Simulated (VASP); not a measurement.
Band structure of Ag$_{2}$O (cuprite). Level of theory: PW91 GGA, VASP's PBE PAW potentials (set 64) (plane waves; VASP 6.6.1).

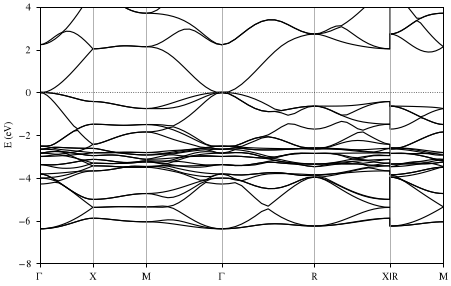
Fig. 1. Bands along high-symmetry lines, zero at the valence-band maximum or, without a gap, the Fermi level

Question: Read the plot: is there a gap, and where are the band edges?

Answer: It has no gap at this level: it comes out as a metal or semimetal. (Edges off the drawn lines would not show.)

The compound is Ag2O in the cuprite structure. It was relaxed first.
